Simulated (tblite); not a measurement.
# Frequency calculation, with input and output: C₂H₃F₃Ge₂O₂

System: C₂H₃F₃Ge₂O₂, SMILES [F][Ge]([F])([F])[GeH]1[O]C=C[O]1.
Method: GFN2-xTB harmonic vibrations, gas phase (tblite 0.8.0).

It belongs to a series of runs on one base structure; here: C-C bond made double.

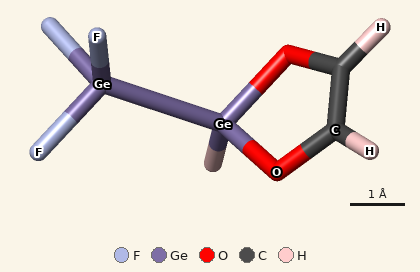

The input geometry (stick view, seen at a tilt). Sticks mark near contacts.

**The input**
```
{"job": {"kind": "ir", "xc": "GFN2-xTB", "basis": "xTB"}, "charge": 0, "multiplicity": 1}
F      3.559513     0.356610     0.776768
Ge     2.276030    -0.498710    -0.086250
F      3.176222    -1.015977    -1.516365
F      2.263574    -2.016828     0.824829
Ge     0.122205     0.798043    -0.500788
O     -0.833016     1.101644     0.974194
C     -1.986804     0.344165     0.904997
C     -2.176460    -0.328186    -0.220200
O     -1.196120    -0.189722    -1.184348
H      0.396028     2.061915    -1.302983
H     -2.609930     0.367639     1.779505
H     -2.990043    -0.981277    -0.475385
```

The first line tells a small driver script what to run in tblite; the rest is the geometry in Å.

Machine: 1 CPU thread, shared host.

Launch command:
```bash
OMP_NUM_THREADS=1 python <driver script> task.json out
```

**The program's output**
```
mode    cm-1     km/mol
  1      13.3      0.05
  2      39.1      4.43
  3      50.7      3.64
  4      82.5      0.95
  5      89.8      0.04
  6     114.0     11.17
  7     141.6      8.95
  8     143.8      9.37
  9     198.8     53.40
 10     256.8     36.81
 11     380.0    106.33
 12     421.4    229.44
 13     436.0     46.40
 14     437.7    137.12
 15     440.8     45.88
 16     455.9     91.01
 17     490.6      3.36
 18     575.4     83.64
 19     590.0     76.18
 20     749.9     11.08
 21     753.2      0.77
 22     818.7     55.18
 23     983.9    116.01
 24    1038.0     54.84
 25    1122.9     46.06
 26    1197.3     23.78
 27    1652.2     30.45
 28    1773.5    339.31
 29    3127.1      3.97
 30    3142.3      1.62
```

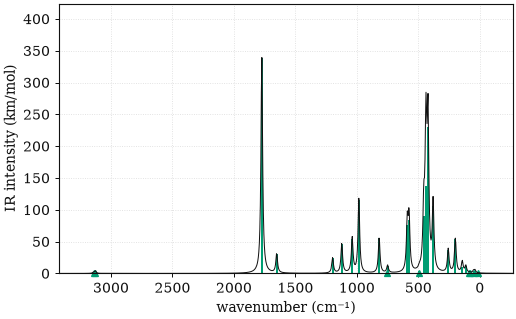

Harmonic infrared spectrum, unscaled: sticks (degenerate modes added up, dark ones marked on the axis) with a Lorentzian envelope of 16 cm⁻¹ full width, scaled to the tallest stick. 30 modes from 13 to 3142 cm⁻¹, none imaginary. The strongest line is at 1774 cm⁻¹ (339 km/mol).

**Results in brief**

```tsv
quantity	value
outcome	converged
total energy	−875.4086 eV
zero-point energy	31.0460 kcal/mol
peak memory	0.18 GiB
```
